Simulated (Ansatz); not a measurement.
A computed series for P: response to strain

The reference is P (space group R-3m, No. 166; a = 3.440 Å, c = 8.787 Å (hexagonal axes); a cell from a computed database, its experimental status unchecked; relaxed with 0.1 eV smearing).

Strains are applied to the cell and any free atomic positions relax.

Calculations: PBEsol (Ansatz, a quantum-chemistry and plane-wave program; PAW; 420 eV plane waves; no spin-orbit coupling).

Notes on the quantities. pressure: mean of the normal stresses, compression positive.

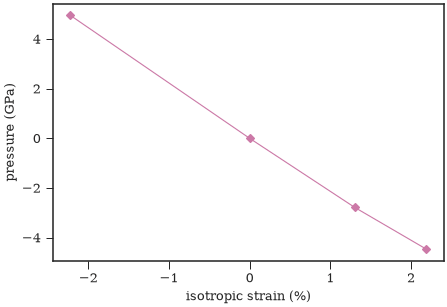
Figure: Pressure against isotropic strain

Q: From the plot, what is the pressure for isotropic strain +2.19 %?

A: About -4.5 GPa.

Q: Is the trend monotonic over the range shown?

A: Yes, it falls throughout, spanning -4.5 GPa to 4.9 GPa.

Stability against distortions was not tested. This is not the structure that P has at room temperature and ambient pressure.
